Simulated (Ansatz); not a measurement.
# SnO (model cell, started as CsCl type): a soft mode frozen in, part 2 of 3

Wanted: the energy along a soft mode of SnO (model cell, started as CsCl type) and the structure at the end.

Ansatz 0.2.0; DFT PBEsol, scalar-relativistic, plane waves, PAW.

So far, highest frequency on the path or at a solved wavevector (cm⁻¹): step 2 (the dispersion) 330. Also lowest frequency on the path (cm⁻¹): step 2 -283.

The structure was built from a prototype and need not be the compound's stable phase.

## (6) Relaxing from the distorted cell

Starting from the lowest point found, all atoms and the cell are let go, so that strain and other modes of the same symmetry can join in.

input.yaml

```yaml
crystal:
  lattice:
    - [-3.0805550157, 0.0, 0.0]
    - [0.0, -3.0805550157, -3.0805550157]
    - [0.0, -3.0805550157, 3.0805550157]
  atoms:
    - { symbol: Sn, position: [0.0, 0.0026187378, -0.0026187378] }
    - { symbol: Sn, position: [0.0, 0.4973812622, 0.5026187378] }
    - { symbol: O, position: [0.5, 0.0357078512, 0.5357078512] }
    - { symbol: O, position: [0.5, 0.4642921488, -0.0357078512] }
kpoints:
  mp_grid: { grid: [12, 8, 8] }
hamiltonian:
  xc: pbesol
scf:
  occupations: { method: methfessel_paxton, width: 0.15 }
output:
  forces: true
  stress: true
  eigenvalues: true
relax:
  adjacent_minimum: "off"
  f_tol: 0.002
  max_steps: 120
  cell: { stress_tol: 0.03 }
```

Command:

```console
$ ansatz run input.yaml --threads 4 --pin off --max-ram 7168MiB --backend cpu --events-out ev --progress --plain --runs-dir out
```

Numbers of over 12 decimals in the logs are rounded to 6 here.

The log of the run:

```text
[...]
Crystal: 4 atoms, lattice volume = 58.468 Å³
Basis set: ecut = 420 eV, 1139 PW (Γ), exchange–correlation on 48×60×60 points (8 copies of the dense FFT grid, shifted against one another)
Bands: 24, of which v1, the nominal top of the filled ones, is band 20 counted from 1 (19 counted from 0)
Symmetry: 8 space group operations
[...]
k-points: 147 of 768
[...]
SCF iter   1: F=—  HF=-13018.593603 eV  |F-HF|=—  |Δ(HF+E_count)|=         —  Δρ=1.33e-2  dr2=8.85e-2  ethr=1.77e-3  ⟨swp⟩=5.7  Hψ=15794  notcnv=0
[...]
SCF iter   7: F=-13018.571741 eV  HF=-13018.571741 eV  |F-HF|=5.89e-10  |Δ(HF+E_count)|=   8.00e-8  S|Δr|=    0.00e0  Δρ=2.60e-6  dr2=3.63e-9  ethr=2.50e-10  ⟨swp⟩=5.5  Hψ=13322  notcnv=0
SCF 1 converged in 7 iterations: F = -13018.571741 eV  dr2 = 3.63e-9
[...]
relax step   1: F+E_penalty+E_count = -13018.57174138 eV  Δ(F+E_penalty+E_count) = +0.000e0 eV  max|allowed force component| = 5.033e-1 eV/Å  Δτ_max = 0.0000 Å  P = +0.634 GPa  Ω = 58.468 Å³  (7 SCF iters, dr2 threshold 1.00e-7 eV, accepted)
Crystal: 4 atoms, lattice volume = 60.527 Å³
Basis set: ecut = 420 eV, 1179 PW (Γ), exchange–correlation on 48×60×60 points (8 copies of the dense FFT grid, shifted against one another)
[...]
SCF iter   6: F=-13018.650806 eV  HF=-13018.650806 eV  |F-HF|=1.95e-9  |Δ(HF+E_count)|=   2.60e-7  S|Δr|=    0.00e0  Δρ=1.40e-5  dr2=1.07e-7  ethr=1.00e-9  ⟨swp⟩=6.8  Hψ=15635  notcnv=0
SCF 2 converged in 6 iterations: F = -13018.650806 eV  dr2 = 1.07e-7
relax step   2: F+E_penalty+E_count = -13018.65080593 eV  Δ(F+E_penalty+E_count) = -7.906e-2 eV  max|allowed force component| = 7.102e-1 eV/Å  Δτ_max = 0.0833 Å  P = -0.792 GPa  Ω = 60.527 Å³  energy of the carried Pulay correction = -6.347e-3 eV  (6 SCF iters, dr2 threshold 4.00e-7 eV, accepted)
Crystal: 4 atoms, lattice volume = 61.741 Å³
Basis set: ecut = 420 eV, 1197 PW (Γ), exchange–correlation on 48×60×60 points (8 copies of the dense FFT grid, shifted against one another)
[...]
SCF iter   7: F=-13018.781410 eV  HF=-13018.781410 eV  |F-HF|=1.05e-8  |Δ(HF+E_count)|=   2.39e-7  S|Δr|=    0.00e0  Δρ=7.98e-6  dr2=5.89e-8  ethr=1.00e-9  ⟨swp⟩=6.5  Hψ=14816  notcnv=0
SCF 3 converged in 7 iterations: F = -13018.781410 eV  dr2 = 5.89e-8
relax step   3: F+E_penalty+E_count = -13018.78140976 eV  Δ(F+E_penalty+E_count) = -1.306e-1 eV  max|allowed force component| = 3.001e-1 eV/Å  Δτ_max = 0.1423 Å  P = +0.742 GPa  Ω = 61.741 Å³  energy of the carried Pulay correction = -9.988e-3 eV  (7 SCF iters, dr2 threshold 4.00e-7 eV, accepted)
[... from here on, the SCF cycles and remarks between the steps are left out ...]
relax step   4: F+E_penalty+E_count = -13018.77523712 eV  Δ(F+E_penalty+E_count) = +6.173e-3 eV  max|allowed force component| = 3.809e-1 eV/Å  Δτ_max = 0.0458 Å  P = -2.013 GPa  Ω = 63.442 Å³  energy of the carried Pulay correction = -1.497e-2 eV  (6 SCF iters, dr2 threshold 4.00e-7 eV, rejected (line search))
relax step   5: F+E_penalty+E_count = -13018.79498283 eV  Δ(F+E_penalty+E_count) = -1.357e-2 eV  max|allowed force component| = 2.509e-2 eV/Å  Δτ_max = 0.0182 Å  P = +0.403 GPa  Ω = 61.905 Å³  energy of the carried Pulay correction = -1.047e-2 eV  (10 SCF iters, accepted)
relax step   6: F+E_penalty+E_count = -13018.79440543 eV  Δ(F+E_penalty+E_count) = +5.774e-4 eV  max|allowed force component| = 1.850e-2 eV/Å  Δτ_max = 0.0032 Å  P = -0.069 GPa  Ω = 62.233 Å³  energy of the carried Pulay correction = -1.144e-2 eV  (4 SCF iters, dr2 threshold 4.00e-7 eV, accepted)
relax step   7: F+E_penalty+E_count = -13018.79427618 eV  Δ(F+E_penalty+E_count) = +1.293e-4 eV  max|allowed force component| = 1.461e-2 eV/Å  Δτ_max = 0.0033 Å  P = +0.043 GPa  Ω = 62.277 Å³  energy of the carried Pulay correction = -1.157e-2 eV  (4 SCF iters, dr2 threshold 5.57e-8 eV, accepted)
relax step   8: F+E_penalty+E_count = -13018.79441864 eV  Δ(F+E_penalty+E_count) = -1.425e-4 eV  max|allowed force component| = 2.426e-4 eV/Å  Δτ_max = 0.0017 Å  P = -0.001 GPa  Ω = 62.242 Å³  energy of the carried Pulay correction = -1.147e-2 eV  (4 SCF iters, dr2 threshold 1.64e-8 eV, accepted)
relax step   9: F+E_penalty+E_count = -13018.83315130 eV  Δ(F+E_penalty+E_count) = -3.873e-2 eV  max|allowed force component| = 8.437e-3 eV/Å  Δτ_max = 0.0000 Å  P = +0.720 GPa  Ω = 62.242 Å³  stress off target by 1.77e0 GPa  SCF on the basis re-selected at this cell (its energy is not comparable with the rows above)  (8 SCF iters)
relax step  10: F+E_penalty+E_count = -13018.83732894 eV  Δ(F+E_penalty+E_count) = -4.178e-3 eV  max|allowed force component| = 3.376e-2 eV/Å  Δτ_max = 0.0219 Å  P = +0.342 GPa  Ω = 63.086 Å³  energy of the carried Pulay correction = -2.609e-3 eV  (5 SCF iters, dr2 threshold 4.00e-7 eV, accepted)
relax step  11: F+E_penalty+E_count = -13018.83617171 eV  Δ(F+E_penalty+E_count) = +1.157e-3 eV  max|allowed force component| = 2.030e-3 eV/Å  Δτ_max = 0.0067 Å  P = -0.083 GPa  Ω = 63.697 Å³  energy of the carried Pulay correction = -4.400e-3 eV  (5 SCF iters, dr2 threshold 4.00e-7 eV, accepted)
relax step  12: F+E_penalty+E_count = -13018.83658462 eV  Δ(F+E_penalty+E_count) = -4.129e-4 eV  max|allowed force component| = 3.492e-4 eV/Å  Δτ_max = 0.0019 Å  P = -0.014 GPa  Ω = 63.581 Å³  energy of the carried Pulay correction = -4.058e-3 eV  (4 SCF iters, dr2 threshold 8.05e-8 eV, accepted)
relax step  13: F+E_penalty+E_count = -13018.83666673 eV  Δ(F+E_penalty+E_count) = -8.210e-5 eV  max|allowed force component| = 2.936e-4 eV/Å  Δτ_max = 0.0005 Å  P = -0.005 GPa  Ω = 63.555 Å³  energy of the carried Pulay correction = -3.979e-3 eV  (4 SCF iters, dr2 threshold 3.09e-9 eV, accepted)
relax step  14: F+E_penalty+E_count = -13018.84161919 eV  Δ(F+E_penalty+E_count) = -4.952e-3 eV  max|allowed force component| = 1.789e-3 eV/Å  Δτ_max = 0.0000 Å  P = +0.111 GPa  Ω = 63.555 Å³  stress off target by 2.35e-1 GPa  SCF on the basis re-selected at this cell (its energy is not comparable with the rows above)  (7 SCF iters)
relax step  15: F+E_penalty+E_count = -13018.84114667 eV  Δ(F+E_penalty+E_count) = +4.725e-4 eV  max|allowed force component| = 5.361e-3 eV/Å  Δτ_max = 0.0037 Å  P = -0.002 GPa  Ω = 63.771 Å³  energy of the carried Pulay correction = -6.437e-4 eV  (4 SCF iters, dr2 threshold 1.38e-7 eV, accepted)
relax step  16: F+E_penalty+E_count = -13018.84107597 eV  Δ(F+E_penalty+E_count) = +7.070e-5 eV  max|allowed force component| = 1.124e-2 eV/Å  Δτ_max = 0.0009 Å  P = +0.047 GPa  Ω = 63.791 Å³  energy of the carried Pulay correction = -7.108e-4 eV  (5 SCF iters, dr2 threshold 3.51e-9 eV, rejected (line search))
relax step  17: F+E_penalty+E_count = -13018.84109913 eV  Δ(F+E_penalty+E_count) = +4.754e-5 eV  max|allowed force component| = 2.687e-4 eV/Å  Δτ_max = 0.0004 Å  P = +0.003 GPa  Ω = 63.788 Å³  energy of the carried Pulay correction = -6.962e-4 eV  (7 SCF iters, accepted)
relax step  18: F+E_penalty+E_count = -13018.84181267 eV  Δ(F+E_penalty+E_count) = -7.135e-4 eV  max|allowed force component| = 5.510e-4 eV/Å  Δτ_max = 0.0000 Å  P = +0.010 GPa  Ω = 63.788 Å³  stress off target by 3.34e-2 GPa  SCF on the basis re-selected at this cell (its energy is not comparable with the rows above)  (5 SCF iters)
relax step  19: F+E_penalty+E_count = -13018.84172391 eV  Δ(F+E_penalty+E_count) = +8.876e-5 eV  max|allowed force component| = 6.695e-4 eV/Å  Δτ_max = 0.0007 Å  P = +0.001 GPa  Ω = 63.818 Å³  energy of the carried Pulay correction = -9.276e-5 eV  (5 SCF iters, dr2 threshold 2.80e-9 eV, accepted)
[...]
SCF iter   5: F=-13018.841820 eV  HF=-13018.841820 eV  |F-HF|=1.82e-12  |Δ(HF+E_count)|=  3.64e-12  S|Δr|=    0.00e0  Δρ=7.34e-8  dr2=5.30e-12  ethr=1.00e-12  ⟨swp⟩=6.2  Hψ=15451  notcnv=0
SCF 20 converged in 5 iterations: F = -13018.841820 eV  dr2 = 5.30e-12
relax step  20: F+E_penalty+E_count = -13018.84181975 eV  Δ(F+E_penalty+E_count) = -9.585e-5 eV  max|allowed force component| = 6.877e-4 eV/Å  Δτ_max = 0.0000 Å  P = +0.002 GPa  Ω = 63.818 Å³  stress off target by 3.83e-3 GPa  SCF on the basis re-selected at this cell (its energy is not comparable with the rows above)  (5 SCF iters)
[...]
SCF converged after 5 iterations
[...]
Free energy (F): -13018.841820 eV
[...]
Internal energy: -13018.841708 eV  (E = F + TS)
E sigma→0 (E₀):  -13018.841792 eV
Entropy (-TS):   -0.000111 eV (-0.028 meV/atom)
Fermi energy:    10.443469 eV
[...]
--- Forces (eV/Å), atoms counted from 1 ---
  atom   1  Sn     0.00000000     0.00000000    -0.00068774
  atom   2  Sn     0.00000000     0.00000000     0.00068774
  atom   3  O      0.00000000     0.00024229     0.00000000
  atom   4  O      0.00000000    -0.00024229     0.00000000
  max |Σ_I F_I| component: 0.00e0 eV/Å
--- Stress (GPa, compression-positive) ---
       -0.000606       0.000000       0.000000
        0.000000       0.002624       0.000000
        0.000000       0.000000       0.003832
  P = ⅓ Tr σ = 0.0020 GPa (0.020 kbar)
--- Band table (eV; the first three rows and the last of 147) ---
  k-point 0: bands = [... 16 lower, 7.9070, 8.2003, 8.8091, 8.9906, 12.8965, 14.2875, 15.8129, 18.7378]
  k-point 1: bands = [... 16 lower, 7.9285, 8.2611, 8.8040, 8.9733, 12.9251, 14.0865, 15.6102, 17.8421]
  k-point 2: bands = [... 16 lower, 7.9821, 8.1918, 8.7886, 9.1833, 12.9700, 13.5324, 15.2685, 16.7201]
  k-point 146: bands = [... 16 lower, 6.9420, 7.7218, 8.3901, 9.0506, 12.0804, 13.5453, 14.2761, 14.5607]
--- Relaxed structure (16 steps of the walk, 14 accepted, 4 SCFs on fresh bases) ---
  F+E_penalty+E_count = -13018.84181975 eV   max|allowed force component| = 6.877e-4 eV/Å   (the final SCF, on the basis selected at the relaxed cell)
  cell:  # Å, volume = 63.8182 Å³
    - [-2.937813, 0.0, 0.0]
    - [0.0, -3.477339, -3.123510]
    - [0.0, -3.477339, 3.123510]
  atoms:
    - { symbol: Sn, position: [0, 0.020039, -0.020039] }
    - { symbol: Sn, position: [0, 0.479961, 0.520039] }
    - { symbol: O, position: [0.5, 0.071998, 0.571998] }
    - { symbol: O, position: [0.5, 0.428002, -0.071998] }
```

Wall time 50 s (4 threads of Arm Neoverse V2, shared host); peak memory 0.49 GiB.

Relaxation path:

```csv
step,energy less that of the first step (eV),largest force component (eV/Å),pressure (GPa),volume (Å³)
1,0.0000,0.5033,0.63,58.47
2,-0.0791,0.7102,-0.79,60.53
3,-0.2097,0.3001,0.74,61.74
4,-0.2035,0.3809,-2.01,63.44
5,-0.2232,0.0251,0.40,61.90
6,-0.2227,0.0185,-0.07,62.23
7,-0.2225,0.0146,0.04,62.28
8,-0.2227,0.0002,0.00,62.24
9*,-0.2614,0.0084,0.72,62.24
10,-0.2656,0.0338,0.34,63.09
11,-0.2644,0.0020,-0.08,63.70
12,-0.2648,0.0003,-0.01,63.58
13,-0.2649,0.0003,0.00,63.56
14*,-0.2699,0.0018,0.11,63.56
15,-0.2694,0.0054,0.00,63.77
16,-0.2693,0.0112,0.05,63.79
17,-0.2694,0.0003,0.00,63.79
18*,-0.2701,0.0006,0.01,63.79
19,-0.2700,0.0007,0.00,63.82
20*,-0.2701,0.0007,0.00,63.82
```

Relaxation steps marked * repeat the geometry before them on a plane-wave basis chosen anew for their cell, so energy and pressure can jump there. Relaxation steps 4, 16 were tried and not accepted.

The run keeps the 8 symmetry operations that it works with, so distortions that break them were not tested.

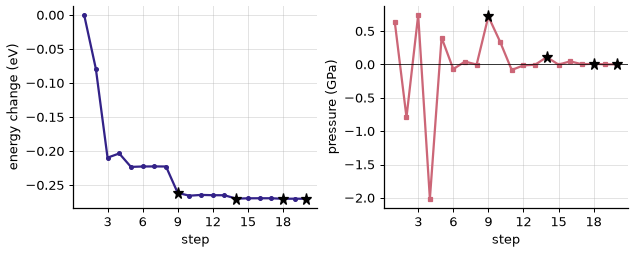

Energy and pressure along the relaxation. Stars mark steps on a basis chosen anew.

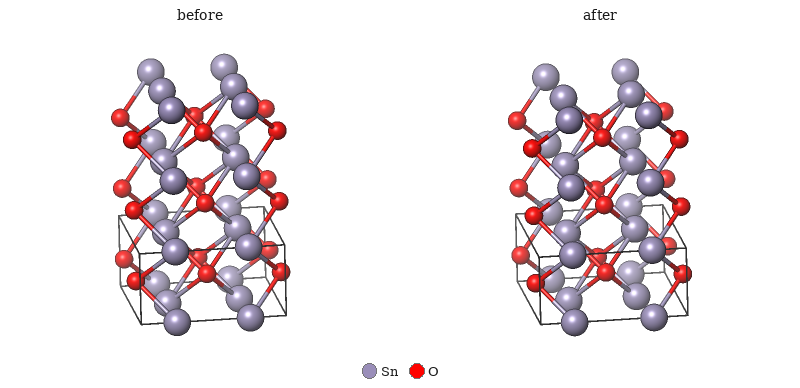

The structure before and after the relaxation, drawn at the same scale.

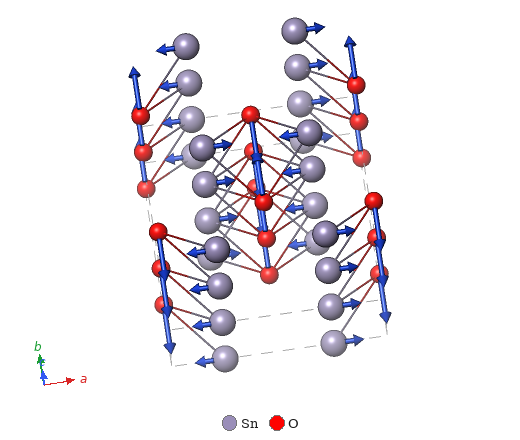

Displacements in the relaxation, exaggerated, measured against the changing cell; the longest in the cell stands for 0.25 Å. 1×1×3 conventional cells are drawn. Some periodic images of atoms are drawn too.

```csv
cell as run,before,after,change
a (Å),3.081,2.938,-4.6 %
b (Å),4.357,4.674,+7.3 %
c (Å),4.357,4.674,+7.3 %
α (°),90.00,83.86,-6.8 %
volume (Å³/atom),14.62,15.95,+9.2 %
```

The atoms that moved most (Å, as changes of fractional coordinates times the final cell):

```csv
atom,dx,dy,dz,length
O4,0.000,0.252,0.000,0.252
O3,0.000,-0.252,0.000,0.252
Sn2,0.000,0.000,0.109,0.109
Sn1,0.000,0.000,-0.109,0.109
```

The relaxed structure:

```xyz
4
Lattice="-2.9378 0.0000 0.0000 0.0000 -3.4773 -3.1235 0.0000 -3.4773 3.1235" Properties=species:S:1:pos:R:3 pbc="T T T"
Sn    0.0000    0.0000   -0.1252
Sn    0.0000   -3.4773    0.1252
O    -1.4689   -2.2394    1.5618
O    -1.4689   -1.2379   -1.5618
```

This step gave:

```
pressure        : 0.001950 GPa
volume per atom : 15.95 Å³
```

The distorted start has space group Cmmm; the relaxation ends in Cmmm.

## (7) The new phase in its own primitive cell

The relaxed structure is symmetrised, reduced to its primitive cell and relaxed tightly, as its phonons need.

input.yaml, the sections that differ from step 6:

```yaml
crystal:
  lattice:
    - [3.1235102797, -3.4773394612, 0.0]
    - [3.1235102797, 3.4773394612, 0.0]
    - [0.0, 0.0, 2.9378134181]
  atoms:
    - { symbol: Sn, position: [0.2299607811, 0.2299607811, 0.0] }
    - { symbol: Sn, position: [0.7700392189, 0.7700392189, 0.0] }
    - { symbol: O, position: [0.8219978576, 0.1780021424, 0.5] }
    - { symbol: O, position: [0.1780021424, 0.8219978576, 0.5] }
kpoints:
  mp_grid: { grid: [8, 8, 12] }
relax:
  adjacent_minimum: "off"
  f_tol: 0.001
  max_steps: 60
  cell: { stress_tol: 0.01 }
# hamiltonian, scf, output: as in step 6
```

The log of the run:

```text
[...]
Crystal: 4 atoms, lattice volume = 63.818 Å³
Basis set: ecut = 420 eV, 1265 PW (Γ), exchange–correlation on 64×64×40 points (8 copies of the dense FFT grid, shifted against one another)
Bands: 24, of which v1, the nominal top of the filled ones, is band 20 counted from 1 (19 counted from 0)
Symmetry: 8 space group operations
[...]
k-points: 147 of 768
[...]
--- Relaxed structure (1 steps of the walk, 1 accepted, 1 SCFs on fresh bases) ---
[...]
cell:  # Å, volume = 63.8182 Å³
    - [3.1235102797, -3.4773394612, 0.0]
    - [3.1235102797, 3.4773394612, 0.0]
    - [0.0, 0.0, 2.9378134181]
  atoms:
    - { symbol: Sn, position: [0.229961, 0.229961, 0.0] }
    - { symbol: Sn, position: [0.7700392189, 0.7700392189, 0.0] }
    - { symbol: O, position: [0.8219978576, 0.178002, 0.5] }
    - { symbol: O, position: [0.178002, 0.8219978576, 0.5] }
[key lines of the parts left out:]
SCF converged after 7 iterations
Free energy (F): -13018.841820 eV
Fermi energy:    10.443469 eV
P = ⅓ Tr σ = 0.0020 GPa (0.020 kbar)
```

Elapsed: 5.9 s, on 4 threads; peak memory 0.49 GiB.

Little changed from the start: no atom moved by 0.005 Å and no cell edge by 0.1 %.

This step gave:

- pressure: 0.001951 GPa

The largest force component left is 0.69 meV/Å and the pressure is 0.002 GPa, within the tolerances set. The cell now holds 15.95 Å³/atom.

(Continued in part 3 of 3.)

[Logs are printed without paths, hosts, clocks, repeated set-up lines and the standing remarks that a program may print on its own settings, such as how far it seeks lower states.]

[Hosts, paths, dates, database ids (printed as entryN), source tags and the programs' standing remarks are cut or masked in the printed files.]
